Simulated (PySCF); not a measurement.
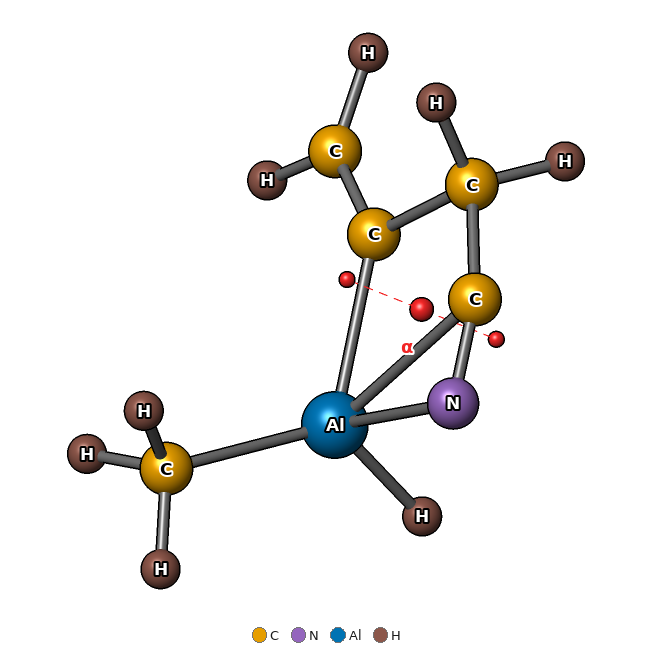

The small points mark where nucleus-independent chemical shifts (NICS) were computed: at the centre of each lettered ring and 1 Å above and below it. Computed geometry: GFN2-xTB optimisation. No frequency run is at hand to confirm it as a minimum. Properties computed with GIAO PBE0/pcSseg-1 NMR shielding, non-relativistic, gas phase (PySCF 2.14.0).

Give NICS(0), NICS(1) and the out-of-plane component NICS(1)zz for each ring (means of the two sides).

```
ring  members  NICS(0)  NICS(1)  NICS(1)zz
   α    C3AlN     −1.9     −0.9        1.3
```

Values in ppm.

> What do the values say about the ring currents?

Ring α: weak, as in a non-aromatic ring. NICS is one index among several.

The geometry is semi-empirical. Around Al such bond lengths and angles can be off by a tenth of an ångström or more and by several degrees, and values that hang on the shape move with them.
